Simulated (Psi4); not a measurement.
# CH8Si2 (SMILES [SiH3]C[SiH3]): M06-L/def2-SVP

What is the vertical singlet–triplet gap of CH8Si2 at M06-L/def2-SVP? 

Program for the calculation: Psi4 1.11.

## Step 1: The structure to begin with

The species is CH8Si2 (11 atoms), meant as a singlet with charge 0. As SMILES, `[SiH3]C[SiH3]`. Geometry: relaxed at PBE0-D4/def2-TZVP.

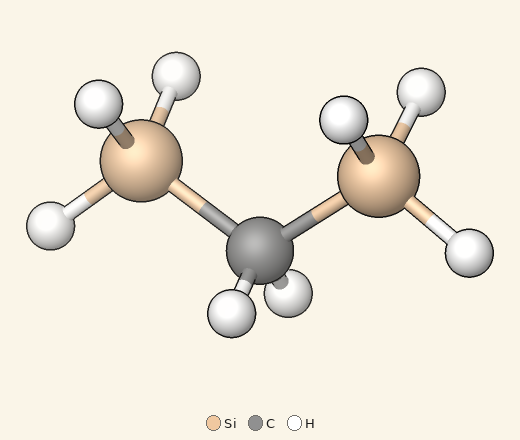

Viewed from a chosen angle; silicon light orange, carbon grey, hydrogen white.

## Step 2: Energy and gradient at M06-L/def2-SVP

Input file job.dat:

```
memory 2.2 GB

molecule {
  0 1
  Si
  C 1 1.872112
  Si 2 1.872123 1 114.37751
  H 1 1.487955 2 111.08943 3 -179.97081
  H 1 1.487478 4 108.44097 2 121.23997
  H 1 1.487471 5 108.4099 4 -117.54335
  H 2 1.095199 1 108.79898 6 62.10203
  H 2 1.095216 7 107.01206 1 -117.39945
  H 3 1.487479 2 110.19264 7 -62.10858
  H 3 1.487482 9 108.40993 2 120.66819
  H 3 1.487949 9 108.44093 10 117.54403
  symmetry c1
}

set {
  puream true
  e_convergence 1e-09
  d_convergence 1e-08
  scf_type pk
  dft_radial_points 99
  dft_spherical_points 590
}

E, wfn = gradient('m06-l/def2-SVP', return_wfn=True)
oeprop(wfn, 'QUADRUPOLE', 'DIPOLE', 'MAYER_INDICES')
print_variables()
```

On the command line:

```bash
$ psi4 -n 1 job.dat job.out
```

job.out:

```text
[...]
  Running in c1 symmetry.
[...]
  Nuclear repulsion =  151.529953680492270
[...]
  Multiplicity = 1
[...]
  Nalpha       = 21
  Nbeta        = 21
[...]
    Number of basis functions: 90
[...]
   @RKS iter   1:  -621.44181587980597   -2.94530e-01   7.19138e-03 DIIS/ADIIS
[...]
   @RKS iter  10:  -621.68231135335827   -6.13909e-12   4.30967e-09 DIIS
[...]
  @RKS Final Energy:  -621.68231135335827
   => Energetics <=
    Nuclear Repulsion Energy =            151.5299536804922695
    One-Electron Energy =               -1159.5733601250199172
    Two-Electron Energy =                 436.6213222775858185
    DFT Exchange-Correlation Energy =     -50.2602271864164578
    Empirical Dispersion Energy =           0.0000000000000000
    VV10 Nonlocal Energy =                  0.0000000000000000
    Total Energy =                       -621.6823113533582728
[...]
  -Total Gradient:
     Atom            X                  Y                   Z
    ------   -----------------  -----------------  -----------------
       1        0.000001942681    -0.001609876206     0.000691415879
       2        0.000010255950     0.004924190717     0.003171236598
       3        0.000001263838    -0.000036094795    -0.001746779205
       4        0.000001206460    -0.001050025433     0.000595653966
       5        0.001085937629     0.000842588268     0.000430763802
       6       -0.001087482943     0.000843703179     0.000432981984
       7       -0.003010985133    -0.002759019389    -0.001778953270
       8        0.002999422155    -0.002754683214    -0.001776086881
       9       -0.001085179851     0.000741025881     0.000588988622
      10        0.001084584394     0.000739560908     0.000588919750
      11        0.000001244081     0.000109261795    -0.001204220673
[...]
 Multipole Moments:
 ------------------------------------------------------------------------------------
     Multipole            Electronic (a.u.)      Nuclear  (a.u.)        Total (a.u.)
 ------------------------------------------------------------------------------------
 L = 1.  Multiply by 2.5417464519 to convert [e a0] to [Debye]
 Dipole X            :         -0.0000655            0.0000841            0.0000186
 Dipole Y            :          0.1711540            0.1185909            0.2897449
 Dipole Z            :          0.1103898            0.0764423            0.1868320
 Magnitude           :                                                    0.3447583
 L = 2.  Multiply by 1.3450342976 to convert [e a0^2] to [Debye ang]
 Quadrupole XX       :        -54.1282531           26.3299016          -27.7983515
 Quadrupole XY       :         -0.0001317            0.0001414            0.0000097
[...]
```

Run time: 46 s. Hardware: 1 thread of Intel Xeon Platinum 8488C (Sapphire Rapids), shared host; peak memory 1.5 GiB.

## Step 3: The triplet

Input file run.py:

```python
import psi4

psi4.set_memory('2200 MB')
psi4.set_num_threads(1)
psi4.set_output_file('run.log', False)

mol = psi4.geometry("""
0 3
Si    -1.158980     1.034720    -0.344660
C     -0.286340    -0.621440    -0.365590
Si     1.335180    -0.652340     0.569590
H     -2.435800     0.976800    -1.106490
H     -0.293510     2.078920    -0.955560
H     -1.463790     1.436810     1.054620
H     -0.954100    -1.377620     0.060730
H     -0.099440    -0.908830    -1.405770
H      1.110650    -0.304370     1.998260
H      2.282060     0.336720    -0.011600
H      1.964060    -1.999380     0.506460
units angstrom
symmetry c1
no_reorient
no_com
""")

psi4.set_options({
    'basis': 'def2-SVP',
    'reference': 'uks',
    'puream': True,
    'e_convergence': 1e-09,
    'd_convergence': 1e-08,
    'scf_type': 'pk',
    'dft_radial_points': 99,
    'dft_spherical_points': 590,
    'maxiter': 100,
})

e_tot, wfn = psi4.gradient('M06-L', molecule=mol, return_wfn=True)
psi4.oeprop(wfn, 'MULLIKEN_CHARGES', 'DIPOLE', 'WIBERG_LOWDIN_INDICES')
print('gradient / Eh bohr^-1')
print(e_tot.np.round(6))
print(f'energy = {wfn.energy():.10f} Eh')
for k, v in sorted(psi4.core.scalar_variables().items()):
    print(f'{k:45s} {v:18.10f}')
```

On the command line:

```bash
$ python run.py
```

run.log:

```text
[...]
  Running in c1 symmetry.
[...]
  Nuclear repulsion =  151.529950661497395
[...]
  Multiplicity = 3
[...]
  Nalpha       = 22
  Nbeta        = 20
[...]
    Number of basis functions: 90
[...]
   @UKS iter   1:  -621.07074600981093    7.65394e-02   7.91991e-03 ADIIS/DIIS
[...]
   @UKS iter  19:  -621.39466586928472   -1.59162e-12   8.20546e-09 DIIS
[...]
   @S^2 Observed:                2.007135176E+00
[...]
  @UKS Final Energy:  -621.39466586928472
   => Energetics <=
    Nuclear Repulsion Energy =            151.5299506614973950
    One-Electron Energy =               -1158.2015531826639290
    Two-Electron Energy =                 435.4164761091224136
    DFT Exchange-Correlation Energy =     -50.1395394572406516
    Empirical Dispersion Energy =           0.0000000000000000
    VV10 Nonlocal Energy =                  0.0000000000000000
    Total Energy =                       -621.3946658692847222
[...]
  -Total Gradient:
     Atom            X                  Y                   Z
    ------   -----------------  -----------------  -----------------
       1        0.002178135893    -0.065274351539    -0.019584997796
       2        0.021520732811     0.046715006627     0.027508604647
       3       -0.047014876367    -0.032003794582    -0.037618116895
       4        0.005295779242     0.013991051516     0.007540692511
       5       -0.003204981506     0.004779898510     0.002348931605
       6       -0.001018584452     0.005960220278    -0.001379184094
       7        0.007078043817     0.008272908073    -0.004050617766
       8       -0.001665233751     0.003471235692     0.010947622738
       9        0.005960318091     0.001239914115     0.001182111647
      10        0.003805220599     0.000040221506     0.004917863359
      11        0.007060939608     0.012799951030     0.008184885241
[...]
 Multipole Moments:
 ------------------------------------------------------------------------------------
     Multipole            Electronic (a.u.)      Nuclear  (a.u.)        Total (a.u.)
 ------------------------------------------------------------------------------------
 L = 1.  Multiply by 2.5417464519 to convert [e a0] to [Debye]
 Dipole X            :         -1.8868974            1.6230669           -0.2638305
 Dipole Y            :         -4.0942527            3.5219393           -0.5723134
 Dipole Z            :         -2.4079010            2.0713855           -0.3365155
 Magnitude           :                                                    0.7144171
[...]
```

On the terminal:

```text
gradient / Eh bohr^-1
[[ 2.1780e-03 -6.5274e-02 -1.9585e-02]
 [ 2.1521e-02  4.6715e-02  2.7509e-02]
 [-4.7015e-02 -3.2004e-02 -3.7618e-02]
 [ 5.2960e-03  1.3991e-02  7.5410e-03]
 [-3.2050e-03  4.7800e-03  2.3490e-03]
 [-1.0190e-03  5.9600e-03 -1.3790e-03]
 [ 7.0780e-03  8.2730e-03 -4.0510e-03]
 [-1.6650e-03  3.4710e-03  1.0948e-02]
 [ 5.9600e-03  1.2400e-03  1.1820e-03]
 [ 3.8050e-03  4.0000e-05  4.9180e-03]
 [ 7.0610e-03  1.2800e-02  8.1850e-03]]
energy = -621.3946658693 Eh
CURRENT ENERGY                                   -621.3946658693
CURRENT REFERENCE ENERGY                         -621.3946658693
DD SOLVATION ENERGY                                 0.0000000000
DFT FUNCTIONAL TOTAL ENERGY                      -621.3946658693
DFT TOTAL ENERGY                                 -621.3946658693
DFT VV10 ENERGY                                     0.0000000000
DFT XC ENERGY                                     -50.1395394572
GRID ELECTRONS ALPHA                               21.9999954441
GRID ELECTRONS BETA                                19.9999979764
GRID ELECTRONS TOTAL                               41.9999934205
NUCLEAR REPULSION ENERGY                          151.5299506615
ONE-ELECTRON ENERGY                             -1158.2015531827
PCM POLARIZATION ENERGY                             0.0000000000
PE ENERGY                                           0.0000000000
SCF ITERATION ENERGY                             -621.3946658693
SCF ITERATIONS                                     19.0000000000
SCF TOTAL ENERGY                                 -621.3946658693
TWO-ELECTRON ENERGY                               435.4164761091
XC GRID RADIAL POINTS                              99.0000000000
XC GRID SPHERICAL POINTS                          590.0000000000
XC GRID TOTAL POINTS                           606255.0000000000
```

Run time: 1.8 min. Hardware: 1 thread of Intel Xeon Platinum 8488C (Sapphire Rapids), shared host; peak memory 1.4 GiB.

## Step 4: Results

Level: M06-L/def2-SVP.

| quantity | value |
| --- | --- |
| singlet: total energy | -621.68231 Eh |
| singlet: dipole moment | 0.88 D |
| singlet: HOMO energy | -7.81 eV |
| singlet: LUMO energy | 0.49 eV |
| singlet: HOMO–LUMO gap | 8.30 eV |
| singlet: largest force on an atom | 0.301 eV/Å |
| triplet: total energy | -621.39467 Eh |
| triplet: dipole moment | 1.82 D |
| triplet: HOMO energy (highest over α and β) | -0.81 eV |
| triplet: ⟨S²⟩ | 2.007 |
| triplet: largest force on an atom | 3.506 eV/Å |
| vertical energy of the triplet above the singlet | 7.827 eV |

In words: At this shape the triplet lies 7.83 eV (755 kJ/mol) above the singlet. The largest force (singlet) is 0.30 eV/Å: the shape isn't a stationary point for this species at this level.
